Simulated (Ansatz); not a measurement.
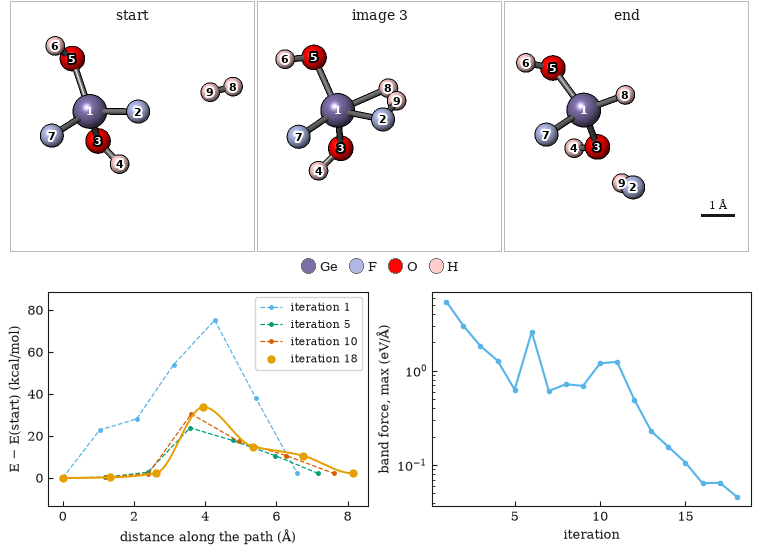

A search for the minimum-energy path of GeH4O2F2, made up at the start of GeH$_{2}$O$_{2}$F$_{2}$ and H2 by the nudged elastic band. Images are numbered from 0 (start) to 6 (end). The plot follows the band through its iterations. A ball-and-stick model, seen at a tilt.

The calculation used Ansatz 0.2.0, RKS PBE/def2-SVP. Set-up: 5 movable images; climbing image; force threshold 0.05 eV/Å; iteration limit 60; starting path through a guess of the saddle point.

**Judge this run.**

The result is final at these settings. The band converged in 18 iterations. The largest component of the band force went from 5.4 to 0.046 eV/Å. The climbing image converged on the top of the path. Its vibrational analysis gives one imaginary mode (908i cm⁻¹), as a transition state must have. The first iteration put the highest image at 75.2 kcal/mol. The highest point, image 3, lies 33.8 kcal/mol above the start and 31.6 kcal/mol above the end; the end is at +2.2 kcal/mol relative to the start.

Limits of the set-up: the start holds two separate molecules, 2.4 Å apart at their closest, whose relative position is a soft coordinate and is computed without a dispersion correction.
